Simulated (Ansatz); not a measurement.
# GaBH3ClO (SMILES O[B](Cl)[GaH2]) at HF/3-21G

What is the energy change on altering one bond length of GaBH3ClO at HF/3-21G? 

The results are computed with Ansatz 0.2.0.

127 further runs of the same task are left out: 127 set aside as unsound or not needed.

### Step 1. The structure to begin with

GaBH3ClO: 7 atoms, total charge 0, spin state singlet. As SMILES, `O[B](Cl)[GaH2]`. The coordinates come from a PBE0-D4/def2-TZVP relaxation. This is one conformer, not always the lowest.

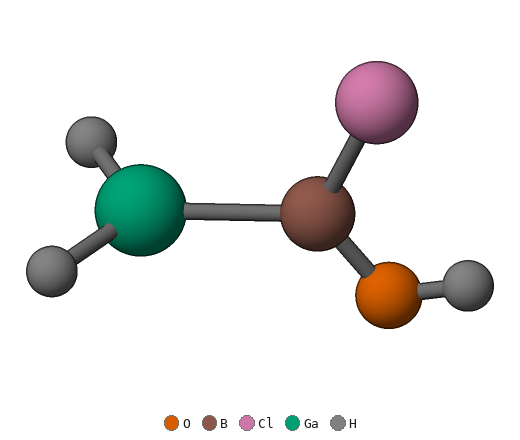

Viewed from a chosen angle; oxygen orange, boron brown, chlorine pink, gallium teal, hydrogen grey.

### Step 2. A single-point energy at HF/3-21G

The input, job.yaml:

```yaml
crystal:
  periodic: [false, false, false]
  atoms:
    - {symbol: O, position_ang: [-0.845500, -1.229100, 0.927100]}
    - {symbol: B, position_ang: [-0.031900, -0.664900, 0.017900]}
    - {symbol: Cl, position_ang: [0.899000, -1.736200, -1.070500]}
    - {symbol: Ga, position_ang: [0.202400, 1.406200, -0.190800]}
    - {symbol: H, position_ang: [-0.850900, -2.194300, 0.905900]}
    - {symbol: H, position_ang: [-0.691300, 2.232500, -1.186100]}
    - {symbol: H, position_ang: [1.318000, 2.185900, 0.596500]}
basis:
  gaussian:
    orbitals: 3-21G-spherical.json
accuracy: high
output: {orbitals: {seedname: orbitals}}
hamiltonian:
  xc: hf
```

The basis set 3-21G is read from a file made from the Basis Set Exchange's data (not shown).

On the command line:

```sh
$ ansatz run job.yaml --threads 1 --pin off --max-ram 3480MiB --events-out events.jsonl --progress --plain --runs-dir runs
```

The log of the run:

```text
Warning: RAYON_NUM_THREADS=1 ignored (pool sized by the plan → 1); use --threads N
Functional definition: HF
  name "HF"
  exchange = exact_x
  correlation = 0
1166 factors; integrals over basis functions are off by at most 1.1e-8 eV
mean field evaluation 1: about -67262.3280 eV, gradient 2.7e1 eV
mean field evaluation 2: about -67262.5378 eV, gradient 2.8e1 eV
mean field evaluation 4: about -67264.4887 eV, gradient 2.4e0 eV
mean field evaluation 8: about -67264.5233 eV, gradient 1.7e-1 eV
mean field evaluation 16: about -67264.5235 eV, gradient 3.1e-8 eV
mean field -67264.52345419 eV, -2471.9256434098 hartree, gradient 3.1e-8 eV, S^2 0.000000; 0 other end points of the search recorded, 0 dependent functions left out
reference -67264.52345419 eV, -2471.9256434098 hartree; 32, 32 occupied and 27, 27 virtual orbitals, 1166 factors
Total energy: -67264.52345419 eV, -2471.9256434098 hartree
```

Run time: 1 s. Hardware: 1 thread of Arm Neoverse V1, shared host; peak memory 0.14 GiB.

### Step 3. The distorted shape

The input, molecule.yaml:

```yaml
crystal:
  periodic: [false, false, false]
  atoms:
    - symbol: O
      position_ang: [-1.124769, -0.907711, 1.253619]
    - symbol: B
      position_ang: [-0.311169, -0.343511, 0.344419]
    - symbol: Cl
      position_ang: [0.899000, -1.736200, -1.070500]
    - symbol: Ga
      position_ang: [-0.076869, 1.727589, 0.135719]
    - symbol: H
      position_ang: [-1.130169, -1.872911, 1.232419]
    - symbol: H
      position_ang: [-0.970569, 2.553889, -0.859581]
    - symbol: H
      position_ang: [1.038731, 2.507289, 0.923019]
basis:
  gaussian: {orbitals: 3-21G-spherical.json}
hamiltonian: {xc: hf}
accuracy: high
output: {orbitals: {seedname: orbitals}}
```

The basis set 3-21G is read from a file made from the Basis Set Exchange's data (not shown).

On the command line:

```sh
$ ansatz run molecule.yaml --threads 1 --pin off --max-ram 3480MiB --events-out events.jsonl --progress --plain --runs-dir runs
```

The log of the run:

```text
Warning: RAYON_NUM_THREADS=1 ignored (pool sized by the plan → 1); use --threads N
[... 4 set-up lines as earlier in the session ...]
1147 factors; integrals over basis functions are off by at most 6.2e-9 eV
mean field evaluation 1: about -67261.0936 eV, gradient 2.8e1 eV
mean field evaluation 2: about -67261.2628 eV, gradient 2.9e1 eV
mean field evaluation 4: about -67263.7530 eV, gradient 2.7e0 eV
mean field evaluation 8: about -67263.8074 eV, gradient 3.1e-1 eV
mean field evaluation 16: about -67263.8084 eV, gradient 9.0e-9 eV
mean field -67263.80844167 eV, -2471.8993671843 hartree, gradient 5.8e-8 eV, S^2 0.000000; 0 other end points of the search recorded, 0 dependent functions left out
reference -67263.80844167 eV, -2471.8993671843 hartree; 32, 32 occupied and 27, 27 virtual orbitals, 1147 factors
Total energy: -67263.80844167 eV, -2471.8993671843 hartree
```

Run time: 1.1 s. Hardware: 1 thread of Arm Neoverse V1, shared host; peak memory 0.13 GiB.

### Step 4. What came out

Level: HF/3-21G.

| quantity | value |
| --- | --- |
| first shape: total energy | -2471.92564 Eh |
| first shape: HOMO energy | -10.44 eV |
| first shape: LUMO energy | 1.00 eV |
| first shape: HOMO–LUMO gap | 11.44 eV |
| distorted shape: total energy | -2471.89937 Eh |
| distorted shape: HOMO energy | -10.69 eV |
| distorted shape: LUMO energy | 0.40 eV |
| distorted shape: HOMO–LUMO gap | 11.09 eV |
| energy change with the B2–Cl3 bond stretched from 1.789 to 2.325 Å | 0.715 eV |

**Reading.** With the B2–Cl3 bond stretched from 1.789 to 2.325 Å the energy rises by 0.72 eV (16.5 kcal/mol). The first shape isn't relaxed at this level, so the change isn't measured from a minimum.
